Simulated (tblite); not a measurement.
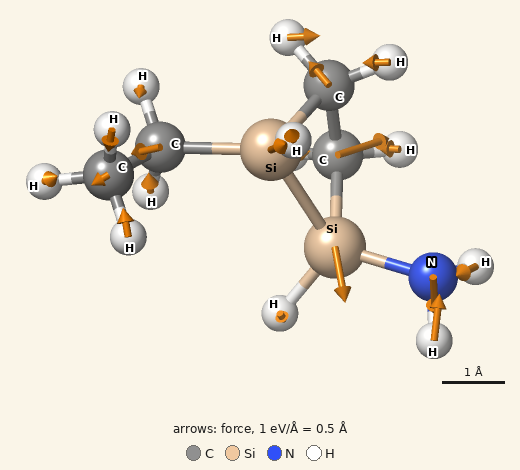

Starting geometry of C₄H₁₃NSi₂ with the computed forces as orange arrows. Style: ball-and-stick. Shown at a tilt.

Theory: GFN2-xTB geometry optimisation, gas phase (tblite). 

Question: Is this structure relaxed? If not, where do the atoms go?

Answer: It isn't relaxed: the largest force vector, on a C atom, is 2.57 eV/Å. The final displacements have little in common with the starting forces (cosine between the two patterns 0.16). Over 189 geometry steps the energy falls by 0.976 eV. An H atom moves most after the best rigid fit: 1.33 Å. By element the largest moves are H 1.33 Å, C 0.56 Å, N 0.41 Å, Si 0.24 Å. Some distances before and after: Si–Si 2.220 → 2.322 Å, C–Si 1.863 → 1.927 Å, C–Si 1.846 → 1.908 Å, H–N 1.054 → 1.007 Å. Among the angles between lasting bonds that change: Si–N–H 108.2° → 118.6°, C–Si–Si 111.7° → 121.9°, Si–Si–H 112.9° → 122.5°. Groups turn about C–C by about 40°, C–Si by about 40°, C–Si by about 35°. The run took 4.6 s on 1 thread of Intel(R) Xeon(R) Processor @ 2.50GHz, with other jobs on the host.
